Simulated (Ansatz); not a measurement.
A series of calculations on Si$_{2}$H$_{3}$SOBr

**1. Relaxation**

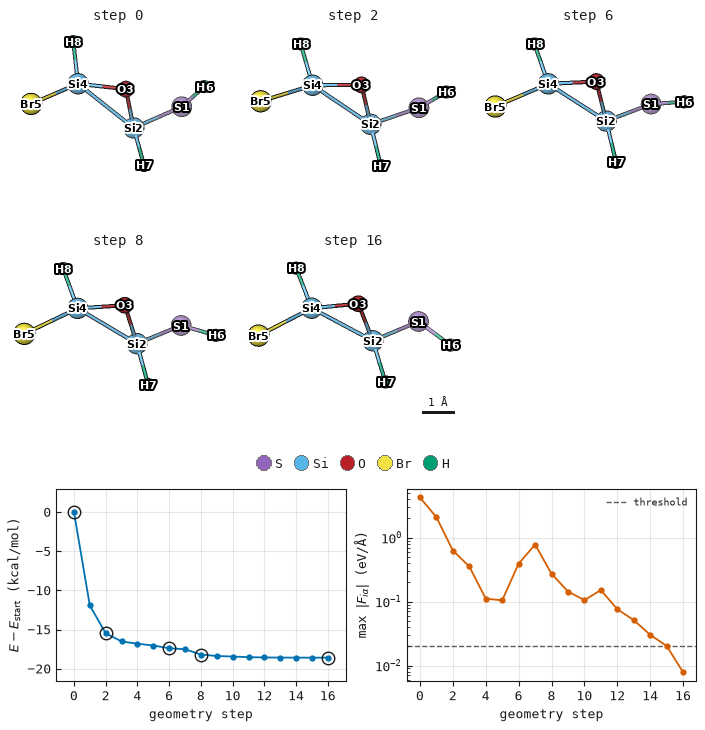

Frames of a relaxation of Si$_{2}$H$_{3}$SOBr, marked on the history of the run. A ball-and-stick model, seen at a tilt.

The run prepares an end point of a later path (hydrogen shift) calculation, from a guessed geometry.

All numbers below come from Ansatz, RKS B3LYP-D4/def2-SVP. Set-up: no spin polarisation; force threshold 0.02 eV/Å; at most 50 steps.

Q: What happens along the run?

A: The largest move after the best rigid fit is that of H6, 1.17 Å. By element the largest moves are H 1.17 Å, O 0.48 Å, Si 0.44 Å, Br 0.37 Å, S 0.33 Å. Among the contacts that change: Si2–O3 1.601 → 1.726 Å, O3–Si4 1.619 → 1.709 Å, Si4–Br5 2.146 → 2.231 Å, Si2–Si4 2.289 → 2.214 Å. Bond angles that change, for instance: S1–Si2–O3 104.9° → 116.9°, Br5–Si4–H8 118.3° → 107.4°, Si2–O3–Si4 90.6° → 80.2°. Groups turn about S1–Si2 by about 70°. After 16 geometry steps the energy has fallen by 18.6 kcal/mol. Largest force component: 4.2 eV/Å at the start, 0.0079 eV/Å at the end. From step 0 to 2: H6 moves most (0.28 Å), energy −15.5 kcal/mol. From step 2 to 6: H6 moves most (0.34 Å), energy −1.91 kcal/mol. From step 6 to 8: H6 moves most (0.30 Å), energy −0.80 kcal/mol. From step 8 to 16: H6 moves most (0.33 Å), energy −0.40 kcal/mol.

| step | E − E(0), kcal/mol | largest force component, eV/Å |
| --- | --- | --- |
| 0 | 0.00 | 4.2495 |
| 1 | -11.92 | 2.0894 |
| 2 | -15.48 | 0.6297 |
| 3 | -16.52 | 0.3541 |
| 4 | -16.81 | 0.1114 |
| 5 | -17.04 | 0.1046 |
| 6 | -17.39 | 0.3921 |
| 7 | -17.51 | 0.7798 |
| 8 | -18.19 | 0.2726 |
| 9 | -18.38 | 0.1438 |
| 10 | -18.45 | 0.1054 |
| 11 | -18.53 | 0.1515 |
| 12 | -18.56 | 0.0759 |
| 13 | -18.58 | 0.0514 |
| 14 | -18.59 | 0.0302 |
| 15 | -18.59 | 0.0203 |
| 16 | -18.59 | 0.0079 |

**2. Relaxation**

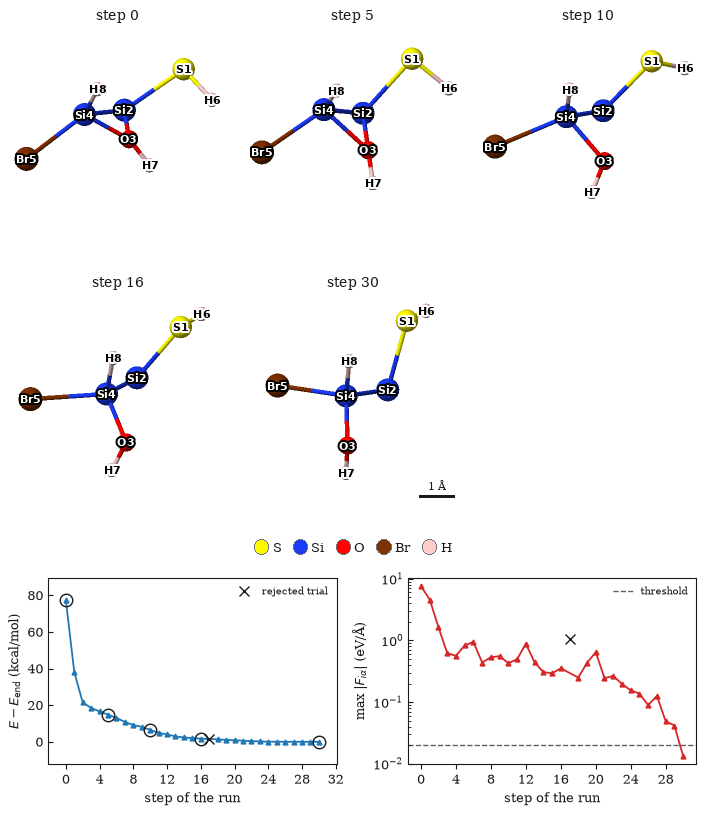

Frames of a relaxation of Si₂H₃SOBr, marked on the history of the run. The picture is a ball-and-stick view, seen at a tilt.

The run prepares an end point of a later path (hydrogen shift) calculation, from a guessed geometry.

Method: RKS B3LYP-D4/def2-SVP in Ansatz 0.2.0. Settings: no spin polarisation; force threshold 0.02 eV/Å; at most 50 steps.

> What happens along the run?

After 29 accepted moves (30 points after the start) the energy has fallen by 77.3 kcal/mol. The largest force component goes from 7.6 to 0.013 eV/Å. The line search rejected the trial step at point 17 of the run. H6 moves most after the best rigid fit: 2.17 Å. By element the largest moves are H 2.17 Å, O 1.87 Å, Br 1.73 Å, Si 0.92 Å, S 0.68 Å. Among the contacts that change: Si2–O3 1.601 → 3.494 Å, Si2–H7 2.130 → 3.579 Å, Si4–Br5 2.146 → 2.293 Å, Si2–Si4 2.289 → 2.396 Å. Bonds break, among them: Si2–O3 (1.60 → 3.49 Å). Bond angles that change, for instance: Si2–Si4–O3 44.4° → 117.6°, Si4–O3–H7 155.2° → 117.4°, S1–Si2–Si4 118.6° → 91.7°. Groups turn about S1–Si2 by about 100°. The run took 93 s on 2 threads of Intel(R) Xeon(R) Platinum 8488C (Sapphire Rapids), with other jobs on the host, peak memory 0.31 GiB. From step 0 to 5: H7 moves most (0.74 Å), energy −62.4 kcal/mol. From step 5 to 10: H6 moves most (0.91 Å), energy −8.30 kcal/mol. From step 10 to 16: O3 moves most (0.76 Å), energy −4.86 kcal/mol. From step 16 to 30: Br5 moves most (0.69 Å), energy −1.71 kcal/mol.

```csv
step,"E − E(0), kcal/mol","largest force component, eV/Å",note
0,0.00,7.5758,
1,-39.36,4.5980,
2,-55.80,1.6361,
3,-58.81,0.6232,
4,-60.70,0.5613,
5,-62.43,0.8299,
6,-64.21,0.9455,
7,-66.45,0.4377,
8,-68.12,0.5333,
9,-69.11,0.5554,
10,-70.72,0.4267,
11,-72.40,0.4957,
12,-73.24,0.8830,
13,-74.34,0.4407,
14,-74.92,0.3065,
15,-75.24,0.2925,
16,-75.58,0.3522,
17,-75.55,1.0704,rejected
18,-75.91,0.2500,
19,-76.25,0.4316,
21,-76.71,0.2436,
22,-76.89,0.2655,
23,-77.09,0.1964,
24,-77.19,0.1550,
25,-77.24,0.1372,
26,-77.27,0.0892,
27,-77.27,0.1260,
28,-77.28,0.0489,
29,-77.28,0.0417,
30,-77.29,0.0134,
```

**3. Path**

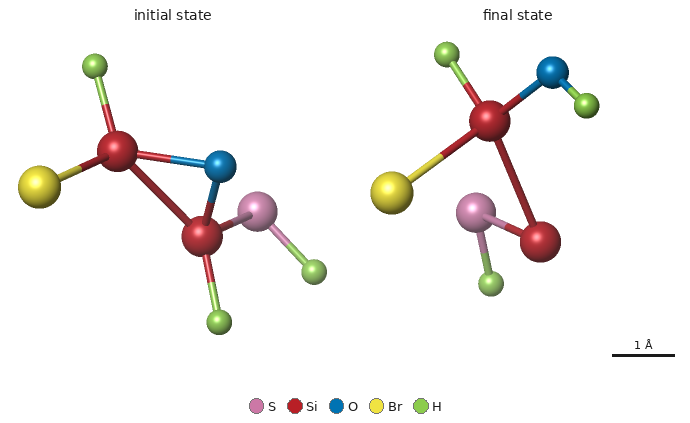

The two relaxed end points of a path for Si₂H₃SOBr. The picture is a ball-and-stick view, seen from a free direction.

All numbers below come from RKS B3LYP-D4/def2-SVP in Ansatz.

Run with 7 movable images; climbing image; force threshold 0.03 eV/Å; iteration limit 60.

Start:
```xyz
8

S    -1.8293   -0.4782    1.6460
Si   -0.4657    0.4404    0.2775
O     1.2014    0.0230    0.4376
Si    0.8701   -0.6857   -1.0822
Br    1.9580    0.2370   -2.7974
H    -2.0513    0.6490    2.3645
H    -0.6979    1.9060    0.2417
H     1.1067   -2.1486   -1.1435
```

End:
```xyz
8

S    -1.9696   -0.9339    1.2287
Si   -1.1017    0.9398    0.6276
O     2.2642    0.5715   -0.2327
Si    0.7787   -0.1674   -0.3627
Br   -0.0683    0.0645   -2.4808
H    -3.1625   -0.4497    1.6600
H     2.2941    1.5311   -0.3357
H     1.0573   -1.6129   -0.1601
```

Question: Predict the minimum-energy path and its barrier.

Answer: Forward barrier 213.4 kJ/mol, backward barrier 178.8 kJ/mol, with image 2 at the top; the reaction energy is +34.6 kJ/mol. Breaking: Si2–H7 (1.48 → 1.60 at the top → 3.58 Å), Si2–O3 (1.73 → 2.29 at the top → 3.49 Å). Forming: O3–H7 (2.68 → 1.44 at the top → 0.97 Å). The band converged in 23 iterations. The largest component of the band force went from 48 to 0.024 eV/Å. The climbing image converged on the top of the path. Its vibrational analysis gives one imaginary mode (1380i cm⁻¹), as a transition state must have.

Energies of the converged images:

```
image  path (Å)  E (kJ/mol)
    0      0.00         0.0
    1      0.91        51.9
    2      1.82       213.4
    3      2.51        90.9
    4      3.21        58.6
    5      3.91        45.0
    6      4.61        40.0
    7      5.30        36.4
    8      6.00        34.6
```

The geometry at the top of the path:

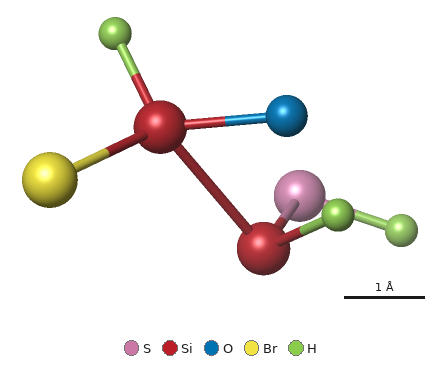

Cost: 7.3 min on 2 threads of Intel(R) Xeon(R) Platinum 8488C (Sapphire Rapids), on a shared host, peak memory 0.32 GiB.
